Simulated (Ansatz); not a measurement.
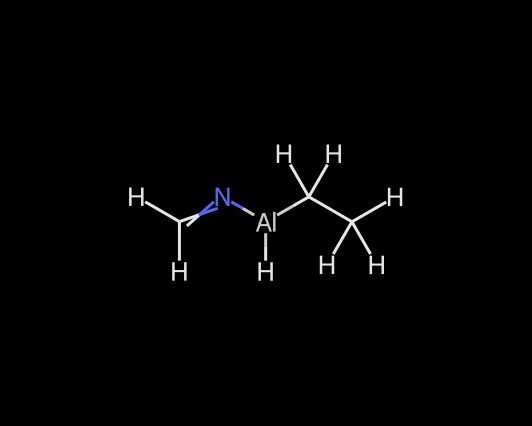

Skeletal drawing of a molecule.

Question: Transcribe the drawing into SMILES.

Answer: C=[N][AlH][CH2]C

Question: What is the molecular formula?

Answer: C3H8AlN.

The parts below concern this one geometry. Atoms keep their numbers from picture to picture. The computed structure is the end point of a PBE0-D4/def2-TZVP optimisation.

## Levels of theory compared

Program: Ansatz 0.2.0.

Tabulate dipole (D), HOMO–LUMO gap (eV) at these levels: B3LYP-D4/def2-TZVPP; PBE-D4/def2-TZVPP; r2SCAN-D4/def2-TZVPP; ωB97M-V/def2-TZVPP.

| level | dipole (D) | HOMO–LUMO gap (eV) |
| --- | --- | --- |
| B3LYP-D4/def2-TZVPP | 1.24 | 5.35 |
| PBE-D4/def2-TZVPP | 1.24 | 3.40 |
| r2SCAN-D4/def2-TZVPP | 1.29 | 3.85 |
| ωB97M-V/def2-TZVPP | 1.27 | 10.07 |

## Vibrations

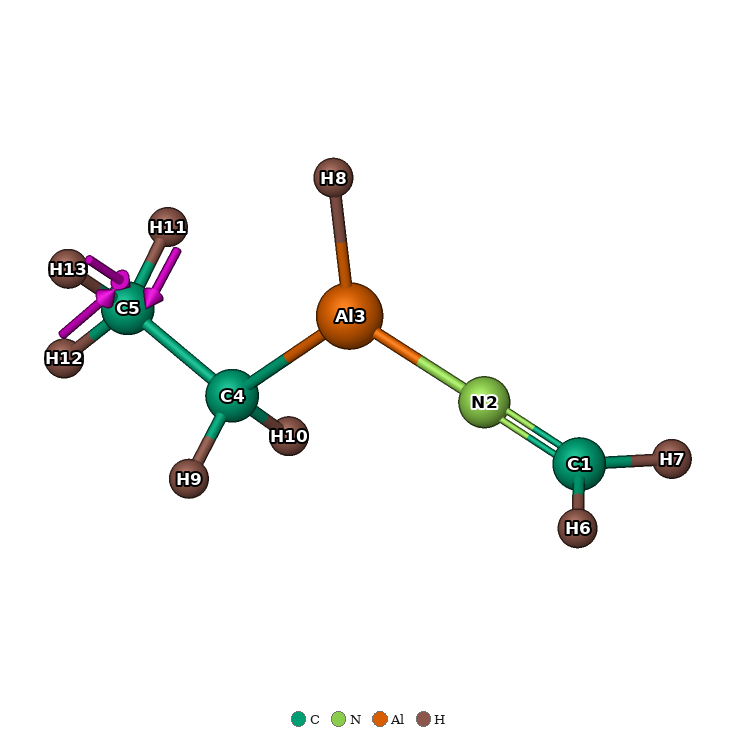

The arrows show one normal mode. Harmonic vibrations computed with RKS PBE0-D4/def2-TZVP (Ansatz 0.2.0) at a stationary point of the same level.

Question: Describe the motion.

Answer: Mostly in-phase stretching of 3 C–H bonds.

Question: At what wavenumber does it lie?

Answer: 3035 cm⁻¹; it is mode 30 of 33 counted from the lowest.

## Charges

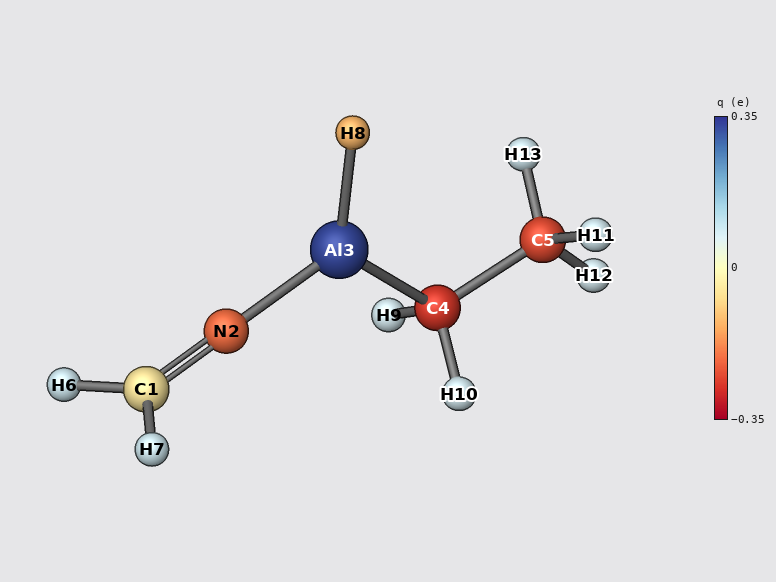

Atoms are coloured by their Mulliken charges. Properties computed with RKS PBE-D4/def2-TZVPP (Ansatz 0.2.0).

Question: Which atom carries the highest charge (most positive or least negative)?

Answer: Al3 (0.33 e).

Question: And the lowest?

Answer: C4 (−0.27 e).

List the Mulliken charges.

```json
{"atom": "C1", "value (e)": "−0.05"}
{"atom": "N2", "value (e)": "−0.21"}
{"atom": "Al3", "value (e)": "0.33"}
{"atom": "C4", "value (e)": "−0.27"}
{"atom": "C5", "value (e)": "−0.25"}
{"atom": "H6", "value (e)": "0.09"}
{"atom": "H7", "value (e)": "0.09"}
{"atom": "H8", "value (e)": "−0.12"}
{"atom": "H9", "value (e)": "0.07"}
{"atom": "H10", "value (e)": "0.08"}
{"atom": "H11", "value (e)": "0.08"}
{"atom": "H12", "value (e)": "0.08"}
{"atom": "H13", "value (e)": "0.08"}
```

Mulliken values depend strongly on the basis set and can even reverse the polarity of a bond.
